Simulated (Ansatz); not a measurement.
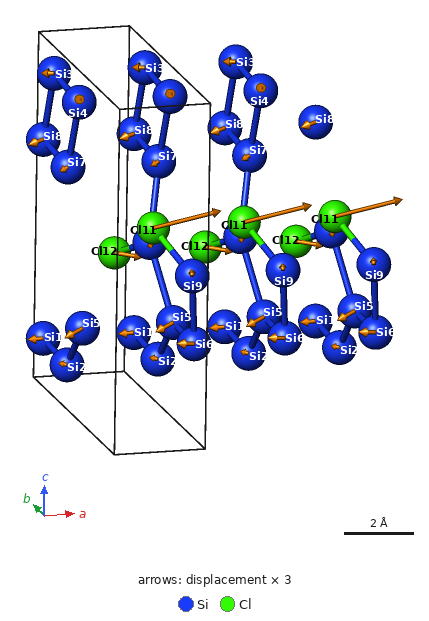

This is a relaxation of solid Si$_{5}$Cl (a generated structure, set up in P1) (coarse preliminary run). The starting structure is drawn; orange arrows show the displacements (the part carried along by the change of the cell is left out), 3 times their true length.

Style: ball-and-stick. Shown: the cell of the calculation, repeated 3 × 1 × 1 with one cell outlined, slightly off an axis.

Level of theory: DFT PBE, scalar-relativistic, plane waves, PAW (Ansatz).

Input
```yaml
crystal:
  lattice:
    - [2.739809795, 0.0, 0.0]
    - [-0.2290911524, 8.5786800121, 0.0]
    - [-0.0649926011, -0.5675164852, 10.6520963053]
  atoms:
    - { symbol: Si, position: [0.993311969, 0.8813848566, 0.1390387063] }
    - { symbol: Si, position: [0.0040406771, 0.5968242269, 0.1259576367] }
    - { symbol: Si, position: [0.0251414046, 0.8321731933, 0.9166748721] }
    - { symbol: Si, position: [0.0424280101, 0.5408192589, 0.8982260426] }
    - { symbol: Si, position: [0.9864240548, 0.3972292287, 0.277062516] }
    - { symbol: Si, position: [0.962192391, 0.1131772987, 0.2795530214] }
    - { symbol: Si, position: [0.0198545582, 0.6402725477, 0.6885388392] }
    - { symbol: Si, position: [0.9957195057, 0.9197217045, 0.7062306114] }
    - { symbol: Si, position: [0.8575221885, 0.0323419262, 0.4958791833] }
    - { symbol: Si, position: [0.8257334174, 0.5196889792, 0.4838512134] }
    - { symbol: Cl, position: [0.6360323376, 0.2700969975, 0.5851992674] }
    - { symbol: Cl, position: [0.6515994861, 0.7562697821, 0.4037880899] }
basis:
  ecutwfc: 420
kpoints:
  mp_grid: { grid: [6, 2, 2] }
hamiltonian:
  xc: pbe
scf:
  occupations: { method: gaussian, width: 0.1 }
  lower_state_search: "off"
output:
  forces: true
  stress: true
  eigenvalues: true
relax:
  adjacent_minimum: "off"
  f_tol: 0.04
  max_steps: 70
  cell: { stress_tol: 0.4 }
```

Launched with:
```bash
ansatz run input.yaml --threads 1 --pin off --max-ram 2048MiB --backend cpu --events-out ev --progress --plain --runs-dir out
```

**Describe the change and its energy.**

Over 8 accepted moves (10 points after the start) the energy falls by 16.1 meV per atom. Largest force component: 0.41 eV/Å at the start, 0.031 eV/Å at the end. Pressure: −0.01 GPa at the start and 0.04 GPa at the end. The line search rejected the trial step at point 3 of the run. The SCF was repeated once at an unchanged geometry on a basis and grid sized afresh for the cell, which shifted the energy by less than 0.05 meV per atom at most. The atom that moves furthest relative to the cell is Cl11 (0.69 Å roughly along +a). By element the largest moves are Cl 0.69 Å, Si 0.22 Å. The volume changes by +1.2 %, with a 2.740 → 2.744 Å (+0.2 %), b 8.582 → 8.683 Å (+1.2 %), c 10.667 → 10.675 Å (+0.1 %), α 93.0° → 93.8°, β 90.3° → 90.7°, γ 91.5° → 93.0°. Some distances before and after: Si9–Cl11 2.304 → 2.196 Å, Si10–Cl12 2.304 → 2.239 Å, Si10–Cl11 2.494 → 2.555 Å, Si2–Si5 2.413 → 2.454 Å. Bond angles that change, for instance: Cl11–Si10–Cl12 155.7° → 171.8°, Si5–Si10–Si7 156.9° → 163.9°, Si7–Si10–Cl11 89.0° → 82.3°. The space group stays P1 (No. 1).

Limits of the set-up: the k-point mesh is coarse for a cell with partly filled bands.
